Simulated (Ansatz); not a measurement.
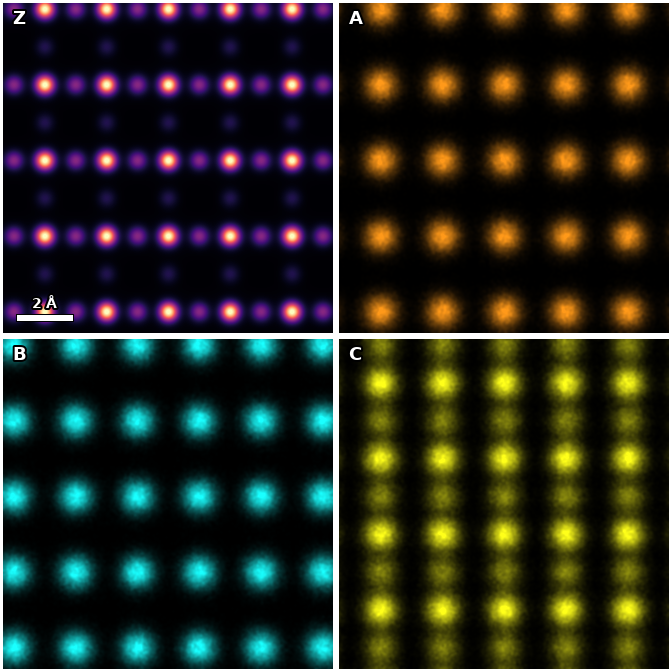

SrTiO₃ (Pm-3m, No. 221) along [211]. Panel Z: Simulation: incoherent imaging, intensity Z^1.7 per atom, probe width 0.54 Å, thin sample. The probe carries 15 % of its weight in a tail 2.5 times as wide. The other panels are simulated element maps (the number of atoms of one element along the beam, blurred by 0.9 Å, with counting noise; each on its own scale, no channelling). Model: the geometry relaxed with DFT, PBEsol, plane waves, PAW in Ansatz 0.2.0.

```
CELL_PARAMETERS angstrom
3.89115 0.00000 0.00000
0.00000 3.89115 0.00000
0.00000 0.00000 3.89115
ATOMIC_POSITIONS crystal
Sr 0.00000 0.00000 0.00000
Ti 0.50000 0.50000 0.50000
O 0.50000 0.00000 0.50000
O 0.50000 0.50000 0.00000
O 0.00000 0.50000 0.50000
```

Q: Which element does each lettered map show?

A: Sr, B: Ti, C: O. The projected cell (2.25 × 2.75 Å, 90°) holds 3 columns: 1 of Sr + O, 1 of Ti and 1 of O. Columns shared by several elements: Sr + O.
